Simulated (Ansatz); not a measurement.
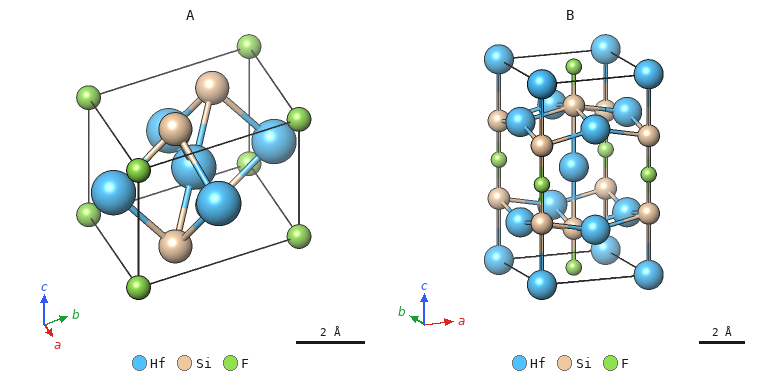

Two structures of Hf3Si2F, each relaxed to rest (conventional cells in solid outline, small ones repeated, not to one scale). Method: DFT PBE, scalar-relativistic, plane waves, PAW (Ansatz), without spin polarisation.

State the structure in each panel.

Answer. A: CeCo₃B₂ type, P6/mmm. B: 12 atoms a cell on a body-centred tetragonal lattice, I4/mmm.

Which is the more stable form at this level of theory?

Answer. B is lower, by 28 meV/atom at this level of theory (energies at zero smearing). Volumes: A 23.0, B 20.6 Å³/atom.

One or both may be structure types tried for this composition rather than known phases.
